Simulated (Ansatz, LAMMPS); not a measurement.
**Elastic response of amorphous Zn22Hg13S35 (70 atoms)**

Aim: relax amorphous Zn22Hg13S35 (70 atoms), then change its volume and shape to read moduli from the stress.

Method: Kohn-Sham DFT, RPBE, PAW (set soft_2), plane waves, in Ansatz 0.2.0.

## Step 1: Starting point

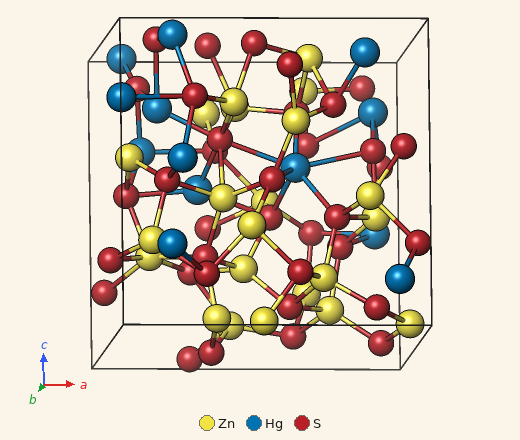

Start, viewed slightly off an axis; zinc yellow, mercury blue, sulfur red. Some periodic images of atoms are drawn too.

The cell holds 70 atoms: 22 Zn, 13 Hg and 35 S. Its edges and angles: a = 11.581 Å, b = 11.581 Å, c = 11.581 Å, α = 90.0°, β = 90.0°, γ = 90.0°. 70 atoms (22 Zn, 13 Hg, 35 S) placed at random at 5.53 g/cm³, melted at 2500 K for 10 ps at fixed volume with the Stillinger-Weber II-VI potential (Zhou et al., Phys. Rev. B 88, 085309 (2013)). Quenched from 2500 K to 500 K at 100 K/ps and fixed volume, held 5 ps.

What the set-up can't give: The quench rate of 100 K/ps is orders of magnitude faster than experiment, which tends to freeze in extra defects. The network of bonds at the start is that of the classical potential that made the cell, and needn't be the one that DFT or experiment would give. Only the Γ point is sampled. Spin–orbit coupling is left out, which matters for the levels of the heavy elements.

## Step 2: Single point at the start

A single point comes first, to see the forces before anything moves.

The input, input.yaml:

```yaml
crystal:
  lattice:
    - [11.5811, 0.0, 0.0]
    - [0.0, 11.5811, 0.0]
    - [0.0, 0.0, 11.5811]
  atoms:
    - { symbol: Zn, position: [0.4716, 0.14249, 0.03323] }
    - { symbol: Zn, position: [0.36854, 0.39035, 0.46979] }
    - { symbol: Zn, position: [0.555, 0.86897, 0.52524] }
    - { symbol: Zn, position: [0.43023, 0.81467, 0.11481] }
    - { symbol: Zn, position: [0.58607, 0.18028, 0.69246] }
    - { symbol: Zn, position: [0.45704, 0.62787, 0.2732] }
    - { symbol: Zn, position: [0.74143, 0.68623, 0.14774] }
    - { symbol: Zn, position: [0.97792, 0.46588, 0.07198] }
    - { symbol: Zn, position: [0.37648, 0.98014, 0.82899] }
    - { symbol: Zn, position: [0.69672, 0.97858, 0.24209] }
    - { symbol: Zn, position: [0.13089, 0.3174, 0.32197] }
    - { symbol: Zn, position: [0.07418, 0.46406, 0.61102] }
    - { symbol: Zn, position: [0.39721, 0.29519, 0.76883] }
    - { symbol: Zn, position: [0.82306, 0.17165, 0.44711] }
    - { symbol: Zn, position: [0.15378, 0.63953, 0.31361] }
    - { symbol: Zn, position: [0.65661, 0.44119, 0.9333] }
    - { symbol: Zn, position: [0.68876, 0.91676, 0.89377] }
    - { symbol: Zn, position: [0.43681, 0.15647, 0.3479] }
    - { symbol: Zn, position: [0.68685, 0.33823, 0.2035] }
    - { symbol: Zn, position: [0.35015, 0.45038, 0.08575] }
    - { symbol: Zn, position: [0.87742, 0.52918, 0.42818] }
    - { symbol: Zn, position: [0.43955, 0.66554, 0.80402] }
    - { symbol: Hg, position: [0.1478, 0.82521, 0.68007] }
    - { symbol: Hg, position: [0.09831, 0.90147, 0.99544] }
    - { symbol: Hg, position: [0.31379, 0.65681, 0.5339] }
    - { symbol: Hg, position: [0.88779, 0.67912, 0.79086] }
    - { symbol: Hg, position: [0.16346, 0.0143, 0.26606] }
    - { symbol: Hg, position: [0.00971, 0.07138, 0.75077] }
    - { symbol: Hg, position: [0.16938, 0.50131, 0.77704] }
    - { symbol: Hg, position: [0.90717, 0.85094, 0.41908] }
    - { symbol: Hg, position: [0.19248, 0.21454, 0.97575] }
    - { symbol: Hg, position: [0.20607, 0.07094, 0.55438] }
    - { symbol: Hg, position: [0.89921, 0.00811, 0.15246] }
    - { symbol: Hg, position: [0.61484, 0.4875, 0.58277] }
    - { symbol: Hg, position: [0.81368, 0.19224, 0.91667] }
    - { symbol: S, position: [0.97618, 0.17062, 0.29342] }
    - { symbol: S, position: [0.55586, 0.0586, 0.85759] }
    - { symbol: S, position: [0.85287, 0.29268, 0.10031] }
    - { symbol: S, position: [0.25465, 0.14061, 0.76652] }
    - { symbol: S, position: [0.29413, 0.20857, 0.19651] }
    - { symbol: S, position: [0.35196, 0.65308, 0.00334] }
    - { symbol: S, position: [0.31535, 0.97775, 0.02885] }
    - { symbol: S, position: [0.30286, 0.80326, 0.28662] }
    - { symbol: S, position: [0.72106, 0.30965, 0.76303] }
    - { symbol: S, position: [0.63864, 0.85269, 0.08593] }
    - { symbol: S, position: [0.31848, 0.48743, 0.2902] }
    - { symbol: S, position: [0.90328, 0.65944, 0.03671] }
    - { symbol: S, position: [0.37937, 0.98141, 0.45593] }
    - { symbol: S, position: [0.8686, 0.50469, 0.6403] }
    - { symbol: S, position: [0.12772, 0.71594, 0.87116] }
    - { symbol: S, position: [0.77702, 0.68401, 0.35321] }
    - { symbol: S, position: [0.73448, 0.36058, 0.40357] }
    - { symbol: S, position: [0.39124, 0.83902, 0.68868] }
    - { symbol: S, position: [0.6854, 0.82675, 0.70364] }
    - { symbol: S, position: [0.63097, 0.58952, 0.77556] }
    - { symbol: S, position: [0.51411, 0.25453, 0.51135] }
    - { symbol: S, position: [0.59584, 0.53534, 0.13648] }
    - { symbol: S, position: [0.93927, 0.22522, 0.61607] }
    - { symbol: S, position: [0.92853, 0.87164, 0.64067] }
    - { symbol: S, position: [0.37067, 0.48766, 0.67461] }
    - { symbol: S, position: [0.16042, 0.42504, 0.99032] }
    - { symbol: S, position: [0.0224, 0.79682, 0.21795] }
    - { symbol: S, position: [0.88504, 0.97907, 0.91252] }
    - { symbol: S, position: [0.01132, 0.48554, 0.27955] }
    - { symbol: S, position: [0.46958, 0.33537, 0.96658] }
    - { symbol: S, position: [0.54968, 0.67593, 0.44747] }
    - { symbol: S, position: [0.17928, 0.30452, 0.51595] }
    - { symbol: S, position: [0.59253, 0.15957, 0.19645] }
    - { symbol: S, position: [0.7156, 0.9839, 0.44161] }
    - { symbol: S, position: [0.0827, 0.65497, 0.51339] }
kpoints:
  mp_grid: { grid: [1, 1, 1] }
hamiltonian:
  xc: rpbe
scf:
  occupations: { method: gaussian, width: 0.05 }
output:
  forces: true
```

Started as:

```
ansatz run input.yaml --threads 4 --pin off --max-ram 8192MiB --backend cpu --events-out ev --progress --plain --runs-dir out
```

Numbers of over 12 decimals in the logs are rounded to 6 here.

The program printed:

```text
[...]
Pseudopotentials: kind: paw
Pseudopotential: Zn, paw, valence charge 12, recommended cutoff 420 eV (normal), Zn.paw.azcp
Pseudopotential: Hg, paw, valence charge 20, recommended cutoff 420 eV (normal), Hg.paw.azcp
Pseudopotential: S, paw, valence charge 6, recommended cutoff 420 eV (normal), S.paw.azcp
[...]
Crystal: 70 atoms, lattice volume = 1553.279 Å³
Basis set: ecut = 420 eV, 30551 PW (Γ), exchange–correlation on 160×160×160 points (8 copies of the dense FFT grid, shifted against one another)
Bands: 437, of which v1, the nominal top of the filled ones, is band 367 counted from 1 (366 counted from 0)
Symmetry: 1 space group operations
Space group: P1 (ITA 1), of the structure as read, at distance tolerance 1.2e-4 Å
k-points: 1
[...]
Initial density: superposition of atomic densities (neutral atoms: chi_scale 0, normalization atom), corrected by the library's trained network
Initial wavefunctions: pseudopotential atomic-orbital guess
[...]
SCF iter   1: F=—  HF=-284606.497182 eV  |F-HF|=—  |Δ(HF+E_count)|=         —  Δρ=6.72e-3  dr2=1.66e0  ethr=1.77e-3  ⟨swp⟩=6.0  Hψ=1748  notcnv=0  defer=17
preconditioner: auto → LDOS  [metal: Δε(μ)=0.046 eV  Ē_g=9.531 eV  σ=0.050 eV  W_gap=0.48  n_scr=364 (ndim 8)  ℏωp=23.6 eV  f_vac=0.049  D(μ)=42.08/eV (n_scr^D=256)  β→1.0]
[...]
SCF iter  17: F=—  HF=-284606.259706 eV  |F-HF|=—  |Δ(HF+E_count)|=   4.00e-8  Δρ=2.48e-6  dr2=2.42e-7  ethr=6.90e-11  ⟨swp⟩=2.0  Hψ=652  notcnv=0  defer=58
SCF iter  18: F=-284606.259706 eV  HF=-284606.259706 eV  |F-HF|=8.23e-8  |Δ(HF+E_count)|=   1.71e-8  Δρ=1.64e-6  dr2=9.83e-8  ethr=1.36e-11  ⟨swp⟩=2.0  Hψ=1134  notcnv=0
SCF 1 converged in 18 iterations: F = -284606.259706 eV  dr2 = 9.83e-8
[...]
SCF converged after 18 iterations
Free energy (F): -284606.259706 eV
Harris-Foulkes:  -284606.259706 eV  (|F-HF|=8.23e-8)
Internal energy: -284606.199332 eV  (E = F + TS)
E sigma→0 (E₀):  -284606.229519 eV
Entropy (-TS):   -0.060374 eV (-0.862 meV/atom)
Fermi energy:    7.168525 eV
--- Per-component energies (eV) ---
[...]
Σ components = -284606.259706   (vs F -284606.259706, Δ=0.00e0)
--- Forces (eV/Å), atoms counted from 1 ---
  atom   1  Zn     0.10296496     0.01371763     0.24748040
  atom   2  Zn    -0.68747753    -0.28431016     0.25335442
  atom   3  Zn    -0.02764019     0.03813474     0.46839820
  atom   4  Zn    -0.57723008    -0.06705395    -0.51535898
[...]
atom  70  S      1.48657039    -0.20493865    -0.03990580
  max |Σ_I F_I| component: 3.31e-5 eV/Å
```

Elapsed: 19 s, on 4 threads of AMD EPYC 9R14 (Zen 4), shared host; peak memory 2.2 GiB; 67 s of CPU time.

Reading the cycles: dr2 is the Hartree energy of the density residual (eV), the measure of convergence; HF is the Harris–Foulkes estimate of the energy, which meets the free energy F at convergence.

The r.m.s. force at the start is 0.58 eV/Å.

## Step 3: Cell and atoms relaxed

The cell is relaxed with the atoms, since the starting lattice needn't suit this functional.

The input, input.yaml:

```yaml
crystal:
  lattice:
    - [11.5811, 0.0, 0.0]
    - [0.0, 11.5811, 0.0]
    - [0.0, 0.0, 11.5811]
  atoms:
    [... the 70 atom lines of step 2 ...]
kpoints:
  mp_grid: { grid: [1, 1, 1] }
hamiltonian:
  xc: rpbe
scf:
  occupations: { method: gaussian, width: 0.05 }
output:
  forces: true
relax:
  f_tol: 0.05
  max_steps: 150
  cell: {}
```

The program printed:

```text
[...]
Crystal: 70 atoms, lattice volume = 1553.279 Å³
Basis set: ecut = 420 eV, 30551 PW (Γ), exchange–correlation on 160×160×160 points (8 copies of the dense FFT grid, shifted against one another)
Bands: 441, of which v1, the nominal top of the filled ones, is band 367 counted from 1 (366 counted from 0)
Symmetry: 1 space group operations
[...]
k-points: 1
[...]
SCF iter   1: F=—  HF=-284606.497316 eV  |F-HF|=—  |Δ(HF+E_count)|=         —  Δρ=6.72e-3  dr2=1.66e0  ethr=1.77e-3  ⟨swp⟩=6.0  Hψ=1766  notcnv=0  defer=20
[...]
SCF iter  18: F=-284606.259706 eV  HF=-284606.259706 eV  |F-HF|=8.26e-8  |Δ(HF+E_count)|=   1.70e-8  Δρ=1.64e-6  dr2=9.82e-8  ethr=1.36e-11  ⟨swp⟩=2.0  Hψ=1138  notcnv=0
SCF 1 converged in 18 iterations: F = -284606.259706 eV  dr2 = 9.82e-8
[...]
relax step   1: F+E_penalty+E_count = -284606.25970616 eV  Δ(F+E_penalty+E_count) = +0.000e0 eV  max|allowed force component| = 3.287e0 eV/Å  Δτ_max = 0.0000 Å  P = +1.065 GPa  Ω = 1553.279 Å³  (18 SCF iters, dr2 threshold 1.00e-7 eV, accepted)
[... from here on, the SCF cycles and remarks between the steps are left out ...]
relax step   2: F+E_penalty+E_count = -284610.40876738 eV  Δ(F+E_penalty+E_count) = -4.149e0 eV  max|allowed force component| = 1.399e0 eV/Å  Δτ_max = 0.1947 Å  P = -0.047 GPa  Ω = 1591.322 Å³  energy of the carried Pulay correction = -1.261e-2 eV  (13 SCF iters, dr2 threshold 7.00e-6 eV, accepted)
relax step   3: F+E_penalty+E_count = -284612.96035138 eV  Δ(F+E_penalty+E_count) = -2.552e0 eV  max|allowed force component| = 8.941e-1 eV/Å  Δτ_max = 0.1950 Å  P = +0.274 GPa  Ω = 1596.421 Å³  energy of the carried Pulay correction = -1.428e-2 eV  (12 SCF iters, dr2 threshold 7.00e-6 eV, accepted)
relax step   4: F+E_penalty+E_count = -284614.82997651 eV  Δ(F+E_penalty+E_count) = -1.870e0 eV  max|allowed force component| = 5.546e-1 eV/Å  Δτ_max = 0.2000 Å  P = +0.426 GPa  Ω = 1615.685 Å³  energy of the carried Pulay correction = -2.053e-2 eV  (9 SCF iters, dr2 threshold 7.00e-6 eV, accepted)
relax step   5: F+E_penalty+E_count = -284616.28447997 eV  Δ(F+E_penalty+E_count) = -1.455e0 eV  max|allowed force component| = 5.804e-1 eV/Å  Δτ_max = 0.1956 Å  P = +0.324 GPa  Ω = 1640.140 Å³  energy of the carried Pulay correction = -2.835e-2 eV  (9 SCF iters, dr2 threshold 7.00e-6 eV, accepted)
relax step   6: F+E_penalty+E_count = -284617.45782619 eV  Δ(F+E_penalty+E_count) = -1.173e0 eV  max|allowed force component| = 6.497e-1 eV/Å  Δτ_max = 0.1958 Å  P = +0.195 GPa  Ω = 1657.640 Å³  energy of the carried Pulay correction = -3.388e-2 eV  (9 SCF iters, dr2 threshold 7.00e-6 eV, accepted)
relax step   7: F+E_penalty+E_count = -284618.93680127 eV  Δ(F+E_penalty+E_count) = -1.479e0 eV  max|allowed force component| = 9.430e-1 eV/Å  Δτ_max = 0.1956 Å  P = +0.138 GPa  Ω = 1673.351 Å³  energy of the carried Pulay correction = -3.879e-2 eV  (8 SCF iters, dr2 threshold 7.00e-6 eV, accepted)
relax step   8: F+E_penalty+E_count = -284619.95843090 eV  Δ(F+E_penalty+E_count) = -1.022e0 eV  max|allowed force component| = 8.789e-1 eV/Å  Δτ_max = 0.1946 Å  P = +0.253 GPa  Ω = 1685.486 Å³  energy of the carried Pulay correction = -4.255e-2 eV  (8 SCF iters, dr2 threshold 7.00e-6 eV, accepted)
relax step   9: F+E_penalty+E_count = -284620.88870243 eV  Δ(F+E_penalty+E_count) = -9.303e-1 eV  max|allowed force component| = 8.911e-1 eV/Å  Δτ_max = 0.2000 Å  P = +0.196 GPa  Ω = 1702.636 Å³  energy of the carried Pulay correction = -4.782e-2 eV  (8 SCF iters, dr2 threshold 7.00e-6 eV, accepted)
relax step  10: F+E_penalty+E_count = -284621.67805819 eV  Δ(F+E_penalty+E_count) = -7.894e-1 eV  max|allowed force component| = 3.522e-1 eV/Å  Δτ_max = 0.1949 Å  P = +0.036 GPa  Ω = 1719.537 Å³  energy of the carried Pulay correction = -5.295e-2 eV  (8 SCF iters, dr2 threshold 7.00e-6 eV, accepted)
relax step  11: F+E_penalty+E_count = -284622.34640005 eV  Δ(F+E_penalty+E_count) = -6.683e-1 eV  max|allowed force component| = 4.493e-1 eV/Å  Δτ_max = 0.2000 Å  P = +0.025 GPa  Ω = 1734.180 Å³  energy of the carried Pulay correction = -5.736e-2 eV  (8 SCF iters, dr2 threshold 7.00e-6 eV, accepted)
relax step  12: F+E_penalty+E_count = -284622.85646026 eV  Δ(F+E_penalty+E_count) = -5.101e-1 eV  max|allowed force component| = 3.806e-1 eV/Å  Δτ_max = 0.1948 Å  P = +0.015 GPa  Ω = 1749.630 Å³  energy of the carried Pulay correction = -6.197e-2 eV  (8 SCF iters, dr2 threshold 7.00e-6 eV, accepted)
relax step  13: F+E_penalty+E_count = -284623.21011346 eV  Δ(F+E_penalty+E_count) = -3.537e-1 eV  max|allowed force component| = 3.528e-1 eV/Å  Δτ_max = 0.1938 Å  P = +0.067 GPa  Ω = 1760.254 Å³  energy of the carried Pulay correction = -6.512e-2 eV  (7 SCF iters, dr2 threshold 7.00e-6 eV, accepted)
relax step  14: F+E_penalty+E_count = -284623.47734347 eV  Δ(F+E_penalty+E_count) = -2.672e-1 eV  max|allowed force component| = 2.381e-1 eV/Å  Δτ_max = 0.1950 Å  P = +0.020 GPa  Ω = 1772.368 Å³  energy of the carried Pulay correction = -6.868e-2 eV  (8 SCF iters, dr2 threshold 7.00e-6 eV, accepted)
[...]
relax step  25: F+E_penalty+E_count = -284624.92544834 eV  Δ(F+E_penalty+E_count) = -1.361e-1 eV  max|allowed force component| = 1.400e-1 eV/Å  Δτ_max = 0.2000 Å  P = -0.002 GPa  Ω = 1882.785 Å³  energy of the carried Pulay correction = -1.000e-1 eV  (8 SCF iters, dr2 threshold 7.00e-6 eV, accepted)
relax step  26: F+E_penalty+E_count = -284625.00619339 eV  Δ(F+E_penalty+E_count) = -8.075e-2 eV  max|allowed force component| = 2.053e-1 eV/Å  Δτ_max = 0.1910 Å  P = -0.025 GPa  Ω = 1891.492 Å³  energy of the carried Pulay correction = -1.024e-1 eV  (9 SCF iters, dr2 threshold 1.23e-6 eV, accepted)
relax step  27: F+E_penalty+E_count = -284625.08218964 eV  Δ(F+E_penalty+E_count) = -7.600e-2 eV  max|allowed force component| = 1.882e-1 eV/Å  Δτ_max = 0.1924 Å  P = -0.023 GPa  Ω = 1898.020 Å³  energy of the carried Pulay correction = -1.042e-1 eV  (8 SCF iters, dr2 threshold 2.63e-6 eV, accepted)
relax step  28: F+E_penalty+E_count = -284625.14090305 eV  Δ(F+E_penalty+E_count) = -5.871e-2 eV  max|allowed force component| = 1.117e-1 eV/Å  Δτ_max = 0.1949 Å  P = -0.007 GPa  Ω = 1903.914 Å³  energy of the carried Pulay correction = -1.058e-1 eV  (7 SCF iters, dr2 threshold 2.21e-6 eV, accepted)
relax step  29: F+E_penalty+E_count = -284625.17413282 eV  Δ(F+E_penalty+E_count) = -3.323e-2 eV  max|allowed force component| = 9.066e-2 eV/Å  Δτ_max = 0.1926 Å  P = +0.002 GPa  Ω = 1910.275 Å³  energy of the carried Pulay correction = -1.075e-1 eV  (8 SCF iters, dr2 threshold 7.79e-7 eV, accepted)
relax step  30: F+E_penalty+E_count = -284625.15400738 eV  Δ(F+E_penalty+E_count) = +2.013e-2 eV  max|allowed force component| = 1.248e-1 eV/Å  Δτ_max = 0.2000 Å  P = +0.032 GPa  Ω = 1908.604 Å³  energy of the carried Pulay correction = -1.070e-1 eV  (10 SCF iters, dr2 threshold 5.14e-7 eV, rejected (line search))
relax step  31: F+E_penalty+E_count = -284625.19616149 eV  Δ(F+E_penalty+E_count) = -2.203e-2 eV  max|allowed force component| = 2.973e-2 eV/Å  Δτ_max = 0.0967 Å  P = +0.014 GPa  Ω = 1910.416 Å³  energy of the carried Pulay correction = -1.075e-1 eV  (13 SCF iters, accepted)
relax step  32: F+E_penalty+E_count = -284625.20105562 eV  Δ(F+E_penalty+E_count) = -4.894e-3 eV  max|allowed force component| = 2.651e-2 eV/Å  Δτ_max = 0.0884 Å  P = -0.010 GPa  Ω = 1912.666 Å³  energy of the carried Pulay correction = -1.081e-1 eV  (12 SCF iters, accepted)
relax step  33: F+E_penalty+E_count = -284625.49355296 eV  Δ(F+E_penalty+E_count) = -2.925e-1 eV  max|allowed force component| = 2.623e-2 eV/Å  Δτ_max = 0.0000 Å  P = +0.224 GPa  Ω = 1912.666 Å³  stress off target by 3.98e-1 GPa  SCF on the basis re-selected at this cell (its energy is not comparable with the rows above)  (12 SCF iters)
relax step  34: F+E_penalty+E_count = -284625.52935553 eV  Δ(F+E_penalty+E_count) = -3.580e-2 eV  max|allowed force component| = 6.378e-2 eV/Å  Δτ_max = 0.0608 Å  P = +0.028 GPa  Ω = 1939.191 Å³  energy of the carried Pulay correction = -7.422e-3 eV  (9 SCF iters, dr2 threshold 3.96e-7 eV, accepted)
relax step  35: F+E_penalty+E_count = -284625.44422356 eV  Δ(F+E_penalty+E_count) = +8.513e-2 eV  max|allowed force component| = 2.405e-1 eV/Å  Δτ_max = 0.2000 Å  P = +0.026 GPa  Ω = 1969.290 Å³  energy of the carried Pulay correction = -1.591e-2 eV  (10 SCF iters, dr2 threshold 2.54e-7 eV, rejected (line search))
relax step  36: F+E_penalty+E_count = -284625.54918368 eV  Δ(F+E_penalty+E_count) = -1.983e-2 eV  max|allowed force component| = 4.760e-2 eV/Å  Δτ_max = 0.0904 Å  P = -0.027 GPa  Ω = 1962.057 Å³  energy of the carried Pulay correction = -1.389e-2 eV  (13 SCF iters, accepted)
relax step  37: F+E_penalty+E_count = -284625.56301443 eV  Δ(F+E_penalty+E_count) = -1.383e-2 eV  max|allowed force component| = 4.746e-2 eV/Å  Δτ_max = 0.0000 Å  P = -0.031 GPa  Ω = 1962.057 Å³  stress off target by 4.67e-2 GPa  SCF on the basis re-selected at this cell (its energy is not comparable with the rows above)  (10 SCF iters)
[...]
SCF converged after 10 iterations
Free energy (F): -284625.563014 eV
[...]
Internal energy: -284625.563014 eV  (E = F + TS)
E sigma→0 (E₀):  -284625.563014 eV
Fermi energy:    4.874222 eV
[...]
--- Forces (eV/Å), atoms counted from 1 ---
  atom   1  Zn     0.00190893    -0.00761228     0.00722496
  atom   2  Zn     0.00230251     0.01155316    -0.00090612
  atom   3  Zn     0.00701287    -0.01566106    -0.01913403
  atom   4  Zn    -0.01502533    -0.01863608     0.01887354
  atom   5  Zn    -0.02281327    -0.00874734    -0.01364678
  atom   6  Zn    -0.02318685     0.00436333     0.02378930
  atom   7  Zn    -0.00707403     0.01549858    -0.01714201
  atom   8  Zn     0.01261442    -0.00929339     0.01106606
  atom   9  Zn     0.01302410    -0.01890754    -0.00160005
  atom  10  Zn     0.00257128    -0.00623543     0.01025667
  atom  11  Zn    -0.00381208     0.00478140    -0.01147101
  atom  12  Zn     0.00077483     0.00225598    -0.00323423
  atom  13  Zn     0.01427968     0.00369537     0.00677053
  atom  14  Zn     0.02411310    -0.00189479    -0.00516775
[...]
atom  69  S     -0.01234393     0.00219216    -0.01086736
  atom  70  S     -0.02630620    -0.00065969    -0.02011166
  max |Σ_I F_I| component: 1.29e-5 eV/Å
--- Stress (GPa, compression-positive) ---
       -0.027967      -0.006500      -0.003304
       -0.006500      -0.043615      -0.003265
       -0.003304      -0.003265      -0.021410
  P = ⅓ Tr σ = -0.0310 GPa (-0.310 kbar)
--- Relaxed structure (35 steps of the walk, 33 accepted, 2 SCFs on fresh bases) ---
  F+E_penalty+E_count = -284625.56301443 eV   max|allowed force component| = 4.746e-2 eV/Å   (the final SCF, on the basis selected at the relaxed cell)
  cell:  # Å, volume = 1962.0573 Å³
    - [13.414977, 0.186191, 0.199336]
    - [0.186191, 13.075340, -0.226723]
    - [0.199336, -0.226723, 11.195046]
  atoms:
    - { symbol: Zn, position: [0.501279, 0.061543, 0.034291] }
    - { symbol: Zn, position: [0.333712, 0.342624, 0.498947] }
    - { symbol: Zn, position: [0.500374, 0.860903, 0.477292] }
    - { symbol: Zn, position: [0.359160, 0.791246, 0.065339] }
[...]
- { symbol: S, position: [0.172782, 0.634772, 0.513258] }
```

Run time: 8.4 min. Hardware: 4 threads; peak memory 2.7 GiB.

The relaxation converged after 35 steps, with a largest force component of 0.047 eV/Å.

(Part 1 of 3 ends here.)

[Logs are printed without paths, hosts, clocks, repeated set-up lines and the standing remarks that a program may print on its own settings, such as how far it seeks lower states.]

[Hosts, paths, dates, database ids (printed as entryN), source tags and the programs' standing remarks are cut or masked in the printed files.]
